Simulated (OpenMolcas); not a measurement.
**One shape, several levels: singlet C2H3Ge−**

Aim: a comparison of 6 runs (B3LYP/6-31G*, B3LYP/def2-SVPD, BHLYP/def2-SVPD, M06-2X/def2-SVPD, PBE0/def2-SVPD, r2SCAN/def2-SVPD) of singlet C2H3Ge−. 

The calculation is run with OpenMolcas 26.06.

1 further run of the same task is left out (set aside as unsound or not needed).

## Step 1: The structure to begin with

The species is C2H3Ge− (6 atoms), meant as a singlet with charge -1. As SMILES of the parent species, `[C]#[C][GeH3]`. Geometry: relaxed at PBE0-D4/def2-TZVP. That shape belongs to the parent species and isn't relaxed for this state.

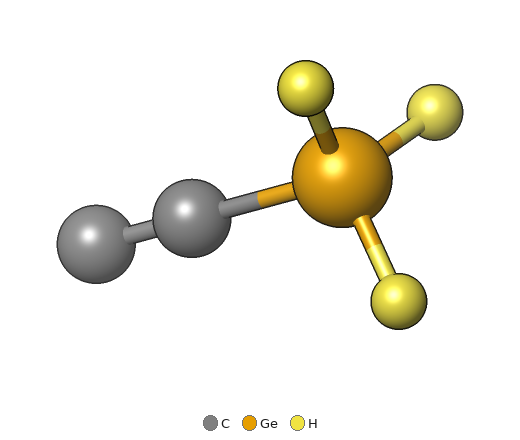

The structure, seen from a chosen angle (carbon grey, germanium amber, hydrogen yellow).

## Step 2: The energy at B3LYP/6-31G(d) (spherical functions) (run 1)

File mol.inp:

```
&GATEWAY
 BasLib = $CurrDir
 Coord
 6
 angstrom
 C        1.063000      -1.993700       1.127200
 C        0.554800      -1.039400       0.581600
 Ge      -0.244200       0.461100      -0.277700
 H       -1.482100      -0.028100      -1.035900
 H        0.783700       1.059700      -1.242900
 H       -0.633000       1.476400       0.801400
 Basis = 6-31Gs
 Group = NoSym

&SEWARD
 GridInput
 Grid=UltraFine
 End of Grid

&SCF
 Charge = -1
 KSDFT = B3LYP
 Thresholds = 1e-10 1e-07 1e-07 1e-05
 PrOrbitals = 1 1
```

The basis set 6-31G* is read from a file made from the Basis Set Exchange's data (not shown).

On the command line:

```
export MOLCAS_MEM=1860
pymolcas mol.inp > mol.log
```

The log of the run:

```text
--- Start Module: gateway ---
[...]
--- Stop Module: gateway /rc=_RC_ALL_IS_WELL_ ---
--- Start Module: seward ---
[...]
      Basis functions           66
--- Stop Module: seward /rc=_RC_ALL_IS_WELL_ ---
[...]
--- Start Module: scf ---
[...]
       Convergence after  18 Iterations
[...]
::    Total KS-DFT energy                           -2154.6662511445
[...]
      Total spin, S                                     0.0000000000
[...]
      Total electronic charge=   48.000000
      Total            charge=   -1.000000
[...]
      Dipole Moment (debye):
      Origin of the operator (angstrom)=    0.0002    0.0021   -0.0150
                   X= -3.6667E+00               Y=  6.8857E+00               Z= -3.9409E+00           Total=  8.7400E+00
      Center of Charge (angstrom)
[...]
--- Stop Module: scf /rc=_RC_ALL_IS_WELL_ ---
[...]
```

Wall time 14 s (1 thread of Intel Xeon Platinum 8375C at 2.90GHz (Ice Lake), shared host); peak memory 0.41 GiB.

## Step 3: A single-point energy at B3LYP/def2-SVPD (run 2)

File calc.inp:

```
* C2H3Ge Kohn-Sham DFT

&gateway
 baslib = $CurrDir
 basisset
 C.def2-SVPD....
 C1 1.063000 -1.993700 1.127200 angstrom
 C2 0.554800 -1.039400 0.581600 angstrom
 End of Basis
 basisset
 Ge.def2-SVPD....
 Ge3 -0.244200 0.461100 -0.277700 angstrom
 End of Basis
 basisset
 H.def2-SVPD....
 H4 -1.482100 -0.028100 -1.035900 angstrom
 H5 0.783700 1.059700 -1.242900 angstrom
 H6 -0.633000 1.476400 0.801400 angstrom
 End of Basis

&seward
 gridinput
 Grid=UltraFine
 End of Grid

&scf
 charge = -1
 ksdft = B3LYP
 thresholds = 1e-10 1e-07 1e-07 1e-05
 prorbitals = 1 2
```

The basis set def2-SVPD is read from a file made from the Basis Set Exchange's data (not shown).

On the command line:

```
export MOLCAS_MEM=1860
pymolcas calc.inp > calc.log
```

The log of the run:

```text
--- Start Module: gateway ---
[...]
--- Stop Module: gateway /rc=_RC_ALL_IS_WELL_ ---
--- Start Module: seward ---
[...]
      Basis functions          102
--- Stop Module: seward /rc=_RC_ALL_IS_WELL_ ---
[...]
--- Start Module: scf ---
[...]
       Convergence after  20 Iterations
[...]
::    Total KS-DFT energy                           -2154.6663103431
[...]
      Total spin, S                                     0.0000000000
[...]
      Total electronic charge=   48.000000
      Total            charge=   -1.000000
[...]
      Dipole Moment (debye):
      Origin of the operator (angstrom)=    0.0002    0.0021   -0.0150
                   X= -4.0481E+00               Y=  7.6018E+00               Z= -4.3508E+00           Total=  9.6491E+00
      Center of Charge (angstrom)
[...]
--- Stop Module: scf /rc=_RC_ALL_IS_WELL_ ---
[...]
```

Run time: 37 s. Hardware: 1 thread of Intel Xeon Platinum 8375C at 2.90GHz (Ice Lake), shared host; peak memory 0.58 GiB.

## Step 4: The energy at BHLYP/def2-SVPD (run 3)

File job.inp:

```
>>> EXPORT MOLCAS_PRINT=2

&gateway
  baslib
  $CurrDir
  basisset
  C.def2-SVPD....
  C1 1.063000 -1.993700 1.127200 angstrom
  C2 0.554800 -1.039400 0.581600 angstrom
  End of Basis
  basisset
  Ge.def2-SVPD....
  Ge3 -0.244200 0.461100 -0.277700 angstrom
  End of Basis
  basisset
  H.def2-SVPD....
  H4 -1.482100 -0.028100 -1.035900 angstrom
  H5 0.783700 1.059700 -1.242900 angstrom
  H6 -0.633000 1.476400 0.801400 angstrom
  End of Basis

&seward
  gridinput
  Grid=UltraFine
  End of Grid

&scf
  charge
  -1
  ksdft
  HYB_GGA_XC_BHANDHLYP
  thresholds
  1e-10 1e-07 1e-07 1e-05
  prorbitals
  1 2
```

The basis set def2-SVPD is read from a file made from the Basis Set Exchange's data (not shown).

On the command line:

```
export MOLCAS_MEM=1860
pymolcas job.inp > job.log
```

The log of the run:

```text
--- Start Module: gateway ---
[...]
--- Stop Module: gateway /rc=_RC_ALL_IS_WELL_ ---
--- Start Module: seward ---
[...]
      Basis functions          102
--- Stop Module: seward /rc=_RC_ALL_IS_WELL_ ---
[...]
--- Start Module: scf ---
[...]
       Convergence after  18 Iterations
[...]
::    Total KS-DFT energy                           -2154.5421562264
[...]
      Total spin, S                                     0.0000000000
[...]
      Total electronic charge=   48.000000
      Total            charge=   -1.000000
[...]
      Dipole Moment (debye):
      Origin of the operator (angstrom)=    0.0002    0.0021   -0.0150
                   X= -4.1160E+00               Y=  7.7293E+00               Z= -4.4238E+00           Total=  9.8109E+00
      Center of Charge (angstrom)
[...]
--- Stop Module: scf /rc=_RC_ALL_IS_WELL_ ---
[...]
```

It took 32 s on 1 thread of Intel Xeon Platinum 8375C at 2.90GHz (Ice Lake), shared host; peak memory 0.58 GiB.

Runs 4 to 5 aren't shown in full; the table further down has their settings and results.

## Step 5: The energy at r2SCAN/def2-SVPD (run 6)

File struct.xyz:

```xyz
6

C      1.063000    -1.993700     1.127200
C      0.554800    -1.039400     0.581600
Ge    -0.244200     0.461100    -0.277700
H     -1.482100    -0.028100    -1.035900
H      0.783700     1.059700    -1.242900
H     -0.633000     1.476400     0.801400
```

File run.inp:

```
* C2H3Ge Kohn-Sham DFT

&GATEWAY
  BasLib=$CurrDir
  Coord=struct.xyz
  Basis=def2-SVPD
  Group=NoSym

&SEWARD
  GridInput
  Grid=UltraFine
  End of Grid

&SCF
  Charge=-1
  KSDFT=2
  1.0 MGGA_X_R2SCAN
  1.0 MGGA_C_R2SCAN
  Thresholds=1e-10 1e-07 1e-07 1e-05
  PrOrbitals=0
```

The basis set def2-SVPD is read from a file made from the Basis Set Exchange's data (not shown).

On the command line:

```
export MOLCAS_MEM=1860
pymolcas run.inp > run.log
```

The log of the run:

```text
--- Start Module: gateway ---
[...]
--- Stop Module: gateway /rc=_RC_ALL_IS_WELL_ ---
--- Start Module: seward ---
[...]
      Basis functions          102
--- Stop Module: seward /rc=_RC_ALL_IS_WELL_ ---
[...]
--- Start Module: scf ---
[...]
       Convergence after  22 Iterations
[...]
::    Total KS-DFT energy                           -2154.5574992104
[...]
      Total spin, S                                     0.0000000000
[...]
      Total electronic charge=   48.000000
      Total            charge=   -1.000000
[...]
      Dipole Moment (debye):
      Origin of the operator (angstrom)=    0.0002    0.0021   -0.0150
                   X= -4.0580E+00               Y=  7.6206E+00               Z= -4.3615E+00           Total=  9.6728E+00
      Center of Charge (angstrom)
[...]
--- Stop Module: scf /rc=_RC_ALL_IS_WELL_ ---
[...]
```

It took 50 s on 1 thread of Intel Xeon Platinum 8375C at 2.90GHz (Ice Lake), shared host; peak memory 0.58 GiB.

## Step 6: Overview of the runs

| run | level | energy (Eh) | HOMO energy (eV) | LUMO energy (eV) | HOMO–LUMO gap (eV) | wall time |
| --- | --- | --- | --- | --- | --- | --- |
| 1 | B3LYP/6-31G* (spherical functions) | -2154.666251 | 0.11 | 5.47 | 5.36 | 14 s |
| 2 | B3LYP/def2-SVPD | -2154.666310 | -0.87 | 3.47 | 4.35 | 37 s |
| 3 | BHLYP/def2-SVPD | -2154.542156 | -2.42 | 4.12 | 6.54 | 32 s |
| 4 | M06-2X/def2-SVPD | -2154.582527 | -2.26 | 3.99 | 6.25 | 44 s |
| 5 | PBE0/def2-SVPD | -2154.250662 | -1.07 | 3.73 | 4.81 | 35 s |
| 6 | r2SCAN/def2-SVPD | -2154.557499 | -0.02 | 3.78 | 3.80 | 50 s |

## Step 7: Summary of results

| quantity | value |
| --- | --- |
| run 6: total energy | -2154.55750 Eh |
| run 6: HOMO energy | -0.02 eV |
| run 6: LUMO energy | 3.78 eV |
| run 6: HOMO–LUMO gap (to an unbound level, set by the basis) | 3.80 eV |

What this shows: The HOMO–LUMO gap runs from 3.80 eV (r2SCAN/def2-SVPD) to 6.54 eV (BHLYP/def2-SVPD). The empty levels of an anion lie above zero and hang on the basis. Totals of different functionals can't be ranked against each other. In run 1 the HOMO lies above zero, so the outermost electron may be held by the basis alone. All runs together took 3.5 min, the longest 50 s.
